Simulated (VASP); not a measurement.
Band structure of MoSi (relaxed from the zinc blende structure, space group F-43m). Method: PBEsol GGA, VASP's PBE PAW potentials (set 64) (plane waves; VASP).

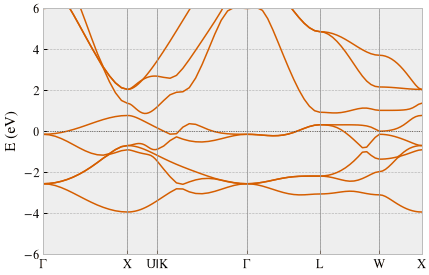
Figure. Bands along high-symmetry lines, zero at the valence-band maximum or, without a gap, the Fermi level

Read the plot: is there a gap, and where are the band edges?

It has no gap at this level: it comes out as a metal or semimetal. (Edges off the drawn lines would not show.)

The structure was generated: MoSi was put into the zinc blende type (F-43m), which need not be its known phase. It was relaxed first, which changed the volume by -28 %.
